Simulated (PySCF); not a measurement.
## Electronic structure of C₇H₁₃GeN (SMILES N#CCC1C[CH2][GeH2][CH2]C1) in real space

Input

```
{"job": {"kind": "uv", "xc": "CAM-B3LYP", "basis": "def2-SVPD", "ip": true}, "charge": 0, "multiplicity": 1}
N      3.200434    -2.237590    -1.485007
C      2.793705    -1.319218    -0.909815
C      2.263102    -0.164981    -0.195898
C      0.744394     0.015222    -0.353122
C      0.335860     1.334168     0.314973
C     -1.101876     1.775220     0.041691
Ge    -2.371198     0.372063     0.557597
C     -1.496918    -1.243471    -0.123121
C      0.000457    -1.213639     0.183975
H      2.520573    -0.271913     0.871962
H      2.792584     0.730687    -0.559224
H      0.533228     0.099057    -1.435719
H      1.028578     2.126072    -0.021342
H      0.500555     1.237805     1.404425
H     -1.238181     1.973354    -1.035020
H     -1.324269     2.717153     0.565700
H     -2.487404     0.307271     2.097085
H     -3.769933     0.596455    -0.049194
H     -1.960301    -2.148601     0.297679
H     -1.659584    -1.285027    -1.213509
H      0.474470    -2.119342    -0.231535
H      0.162323    -1.263985     1.277460
```

Command:

```sh
OMP_NUM_THREADS=1 python probes_run.py task.json out
```

Geometry: PBE0-D3(BJ)/def2-SVP.

Theory: CAM-B3LYP/def2-SVPD, SCF density, gas phase (PySCF).

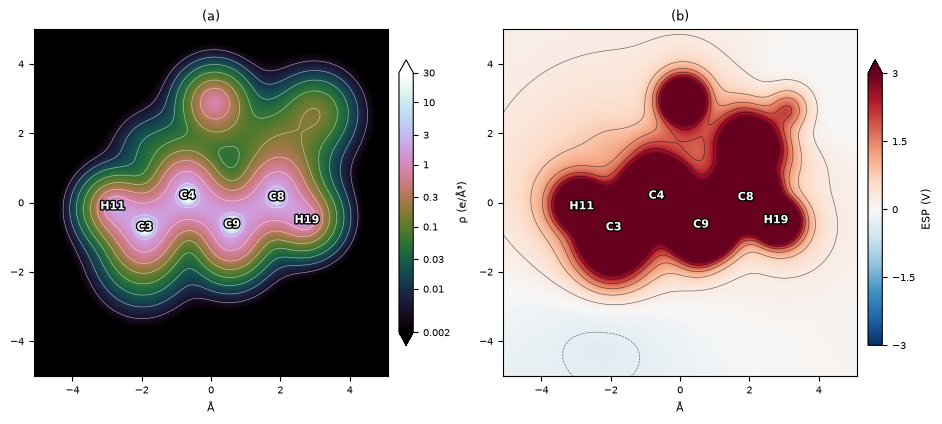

Figure 1. (a) total electron density; (b) electrostatic potential on the plane of atoms C4, C3 and H11.

Interpret the plot.

Answer. Atoms in the plane: C and H. C–H (1.10 Å): the density is about 1.9 e/Å³ at the midpoint. C–C (1.54 Å): ρ is about 1.6 e/Å³ halfway. Outside the dense part of the molecule the potential is most negative (−0.3 V) near N1, which lies off the plane.

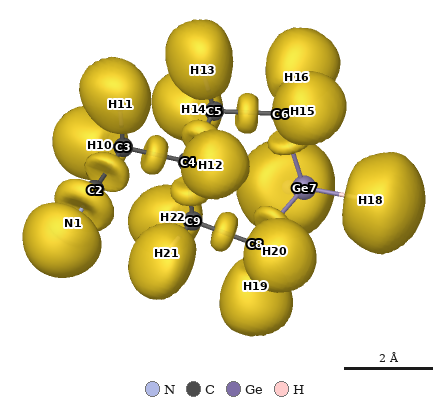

Figure 2. Isosurface of the electron localisation function at 0.8 (yellow), seen at an oblique angle. Only the valence region is drawn (cores and ρ < 0.01 e/Å³ removed).

Identify the bonds, lone pairs and shells in this picture.

Answer. The surface consists of six regions between bonded C–C atoms (shared pairs), one region between bonded C–N atoms (shared pairs), 13 regions around hydrogen nuclei, two lobes of the valence shell of C pointing towards Ge (polar bonds) and one lobe on N, pointing away from the bonds (lone pairs). Profiles from the grid: C–N (1.16 Å): the ELF peaks at about 0.85 between the atoms (a short, multiple covalent bond). C–C (1.46 Å): the ELF peaks at about 0.95 between the atoms; localised, covalent bonding.

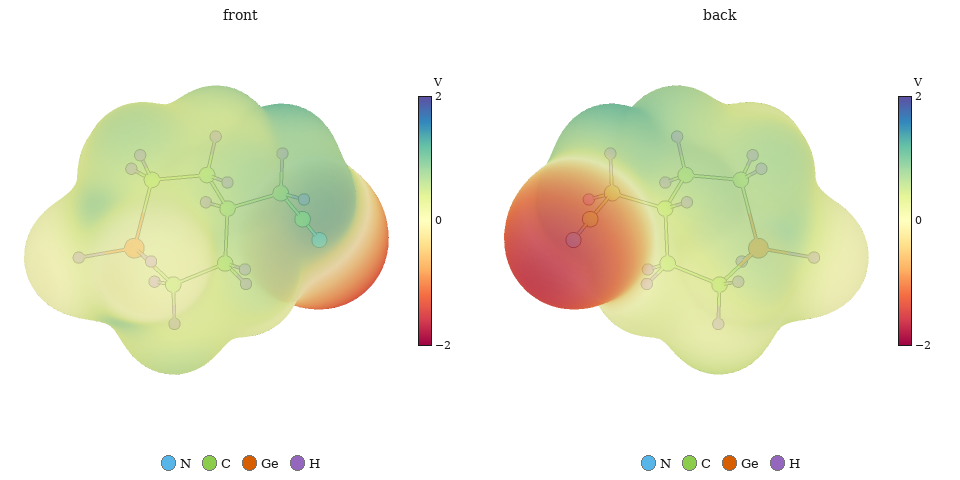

Figure 3. The electrostatic potential painted on the density surface at 0.001 e/bohr³, seen from the front and from behind; red is negative and blue positive.

Describe the electrostatic potential map.

Answer. The most negative region (about −1.7 V) lies over N1, the most positive (about +1.1 V) over H10 and H11. N1 is the likeliest acceptor of a hydrogen bond.

How polar is the molecule by this calculation?

Answer. Its dipole moment is 3.83 D.
